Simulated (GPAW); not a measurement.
**C (Fd-3m): how ε∞ follows the gap**

The empty bands of C (Fd-3m) are shifted up rigidly by Δ, and ε∞ is computed for each shift.

Cell: a, b, c = 2.522, 2.522, 2.522 Å (primitive vectors), 2 atoms.

Method: GPAW 26.7.0, PBE, RPA, k-mesh 20×20×20, local fields up to 70 eV, Lorentzian half width 0.12 eV.

Launch of the response step: `OMP_NUM_THREADS=1 python df.py`. The series took 66 s in all, its band step included, on 1 thread of Arm Neoverse V1, with other jobs on the host.

| Δ (eV) | ε∞ |
| --- | --- |
| 0.00 | 5.779 |
| 0.25 | 5.675 |
| 0.50 | 5.575 |
| 0.75 | ? |
| 1.00 | 5.388 |
| 1.50 | 5.218 |
| 2.00 | 5.061 |
| 3.00 | 4.781 |

With one effective transition at E₀ and fixed dipole strength, ε∞ − 1 = A/(E₀ + Δ), so 1/(ε∞ − 1) is linear in Δ.

Working, on the rows shown:

| x = Δ (eV) | y = 1/(ε∞ − 1) |
| --- | --- |
| 0 | 0.209249 |
| 0.25 | 0.213904 |
| 0.5 | 0.218579 |
| 1 | 0.227894 |
| 1.5 | 0.237079 |
| 2 | 0.246245 |
| 3 | 0.26448 |

Means: x̄ = 1.1786, ȳ = 0.23106. Σ(x − x̄)(y − ȳ) = 0.126, Σ(x − x̄)² = 6.839. Slope = 0.126 / 6.839 = 0.01842; intercept = ȳ − slope · x̄ = 0.20936. Turned back into ε∞, the line misses the rows shown by at most 0.0025.

Task: Fill in the last column of the withheld row.

Result: At x = 0.75 the line gives y = 0.22317, that is 5.481. The run gave 5.479, so the interpolation is off by 0.0019, 0.2 % of the range in the table.

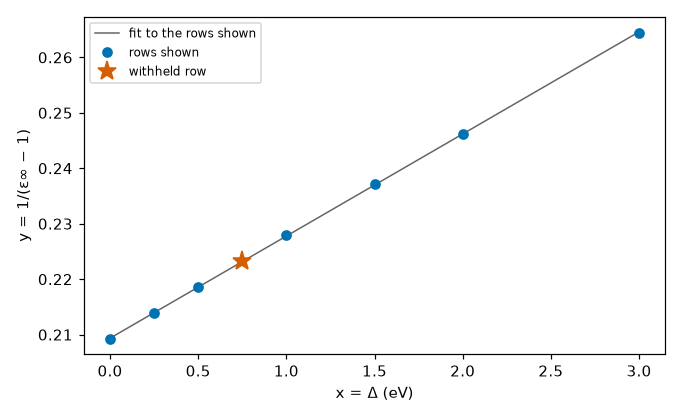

Refitted with all rows, the slope is 0.01841 and the intercept 0.20937. These give E₀ = intercept/slope = 11.4 eV, far above the least direct gap of 5.60 eV: most of the screening comes from transitions well over the edge. Over the first step ε∞ falls by 7 % per eV. The measured fundamental gap is 5.5 eV (arxiv:1902.02958 (2019)), against 4.14 eV for the same gap here, so it asks for Δ = 1.36 eV, where the line gives ε∞ = 5.27. Excitons are left out; PBE gaps are as a rule too small. The values come from a sum over the points of one k-mesh and carry its error, which grows as the direct gap shrinks. The local-field cutoff holds few shells of reciprocal vectors for this small cell, so ε∞ can read a few per cent high.
